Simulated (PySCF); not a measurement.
## Electronic structure of C₆H₉NSi (SMILES C=C/C=C(\C)[SiH2]C#N) in real space

| atom | x (Å) | y (Å) | z (Å) |
| --- | --- | --- | --- |
| C | -2.6205 | 0.4604 | -1.6869 |
| C | -1.8311 | 0.5616 | -0.6205 |
| C | -0.6287 | -0.2219 | -0.4650 |
| C | 0.2420 | -0.2010 | 0.5575 |
| C | 0.1115 | 0.6789 | 1.7648 |
| Si | 1.7642 | -1.3150 | 0.5388 |
| C | 3.2364 | -0.1681 | 0.6791 |
| N | 4.1235 | 0.5513 | 0.7704 |
| H | -3.5133 | 1.0516 | -1.7951 |
| H | -2.3953 | -0.2196 | -2.4925 |
| H | -2.0894 | 1.2581 | 0.1644 |
| H | -0.4327 | -0.8964 | -1.2910 |
| H | -0.8075 | 1.2574 | 1.7712 |
| H | 0.1435 | 0.0734 | 2.6709 |
| H | 0.9552 | 1.3690 | 1.8075 |
| H | 1.9094 | -2.0474 | -0.7185 |
| H | 1.8260 | -2.1803 | 1.7217 |

Geometry: GFN2-xTB.

All numbers below come from PBE0/pcSseg-1, SCF density, gas phase, non-relativistic in PySCF.

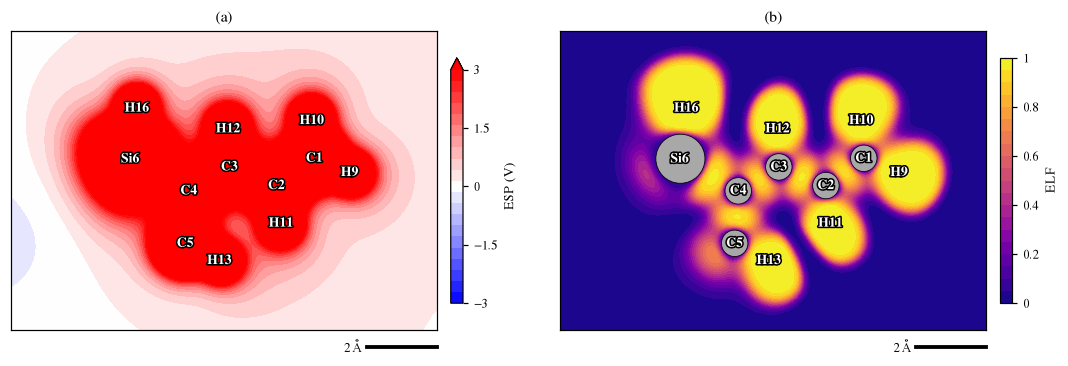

Figure 1. (a) electrostatic potential; (b) electron localisation function on the plane of atoms C3, C2 and H11. Grey discs cover the atomic cores in the ELF map.

> Describe what can be read from this map.

- The section cuts through C, Si and H sites.
- C–C (1.33 Å): the ELF peaks at about 0.95 between the atoms: a multiple bond.
- C–Si (1.89 Å): the ELF peaks at about 0.95 between the atoms (a covalent bond).
- C–H (1.08 Å): the ELF climbs to about 1 towards the hydrogen, as it does in any bond to H (an ordinary covalent bond to hydrogen).
- C–C (1.44 Å): the ELF peaks at about 0.95 between the atoms (a covalent bond).
- C–C (1.50 Å): the ELF peaks at about 0.95 between the atoms, as expected for a shared electron pair.
- The potential has no marked negative region in this plane.

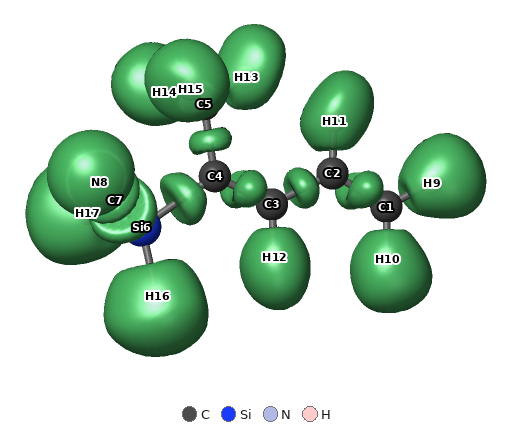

Figure 2. Isosurface of the electron localisation function at 0.8 (green), seen at a tilt. Core shells and regions of very low density are left out.

> Identify the bonds, lone pairs and shells in this picture.

The ELF exceeds this value in four regions between bonded C–C atoms (shared pairs), one region between bonded C–N atoms (shared pairs), two regions between bonded C–Si atoms (shared pairs), nine regions around hydrogen nuclei and one lobe on N, pointing away from the bonds (lone pairs). Along the contacts the grid gives the following. C–N (1.15 Å): the ELF peaks at about 0.85 between the atoms; a multiple bond.

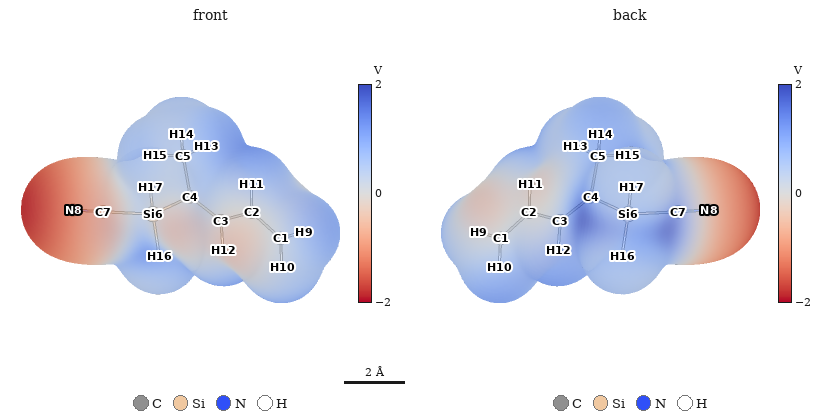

Figure 3. The electrostatic potential painted on the density surface at 0.002 e/bohr³, seen from the front and from behind; red is negative and blue positive.

> Where is the surface potential most negative and most positive?

The most negative region (about −1.8 V) lies over N8, the most positive (about +1.6 V) over Si6. N8 is the likeliest acceptor of a hydrogen bond.

> How polar is the molecule by this calculation?

Its dipole moment is 4.19 D.
